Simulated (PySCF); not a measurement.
Consider C₄H₁₁PSi.

The calculation's input:

```
{"job": {"kind": "nmr", "xc": "PBE0", "basis": "pcSseg-1"}, "charge": 0, "multiplicity": 1}
C      2.034246    -0.406225    -0.765379
C      1.511241     0.118686     0.569166
C      0.120080     0.681078     0.405303
P     -1.004854     0.947532     1.846772
C     -1.065114    -0.240312     0.410056
Si    -2.425003    -0.030166    -0.880463
H      3.031989    -0.822504    -0.646313
H      2.079775     0.398346    -1.496202
H      1.376892    -1.182080    -1.152139
H      2.183438     0.894349     0.945538
H      1.494327    -0.693721     1.301066
H      0.074030     1.491601    -0.319463
H     -0.318661     0.069757     2.701028
H     -0.843272    -1.263480     0.699974
H     -2.609143     1.395127    -1.152377
H     -3.663321    -0.625012    -0.379290
H     -1.983648    -0.720948    -2.097187
```

Command:

```sh
OMP_NUM_THREADS=1 python probes_run.py task.json out
```

Geometry: GFN2-xTB.

The calculation used PBE0/pcSseg-1, SCF density, gas phase, non-relativistic (PySCF 2.14.0).

Q: What will maps of the electron density and electron localisation function show?

A: C–C (1.53 Å): the density is about 1.6 e/Å³ at the midpoint; the ELF peaks at about 0.95 between the atoms, as expected for a shared electron pair.
C–H (1.09 Å): the density is about 2 e/Å³ at the midpoint; the ELF climbs to about 1 towards the hydrogen, as it does in any bond to H (a covalent bond by its length).

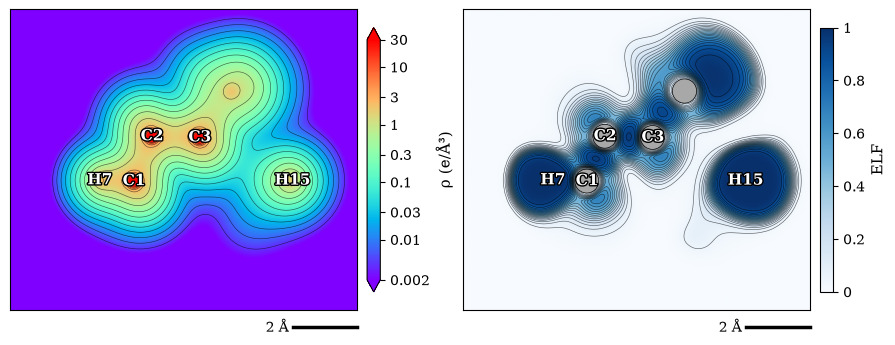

Computed electron density and electron localisation function on the plane of atoms C2, C1 and H7, in this order. Grey discs cover the atomic cores in the ELF map. 
